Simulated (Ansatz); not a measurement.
The starting structures come from a database of crystals and need not be the phases stable at ambient conditions.

 Where the default PAW files enter, the runs use the earlier of Ansatz's two default sets.

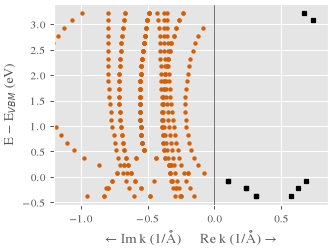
Complex bands at the centre of the two-dimensional zone; Ansatz (a quantum-chemistry and plane-wave program) with r2SCAN

The gap is the functional's own, uncorrected, and κ follows it; spin-orbit coupling is left out. Mid-gap values are interpolated between the computed energies.

Q: This is ScTa(PbO₃)₂ (Fm-3m, not sure to be the ambient phase, 10 atoms a cell, 13.8 Å³ an atom, -5 GPa at this level) along the normal of (001). Read off the slowest decay at the centre of the two-dimensional zone at 1.57 eV, the computed energy nearest the middle of the gap.

A: κ ≈ 0.22 1/Å, a decay length 1/(2κ) of the density of 2.3 Å.
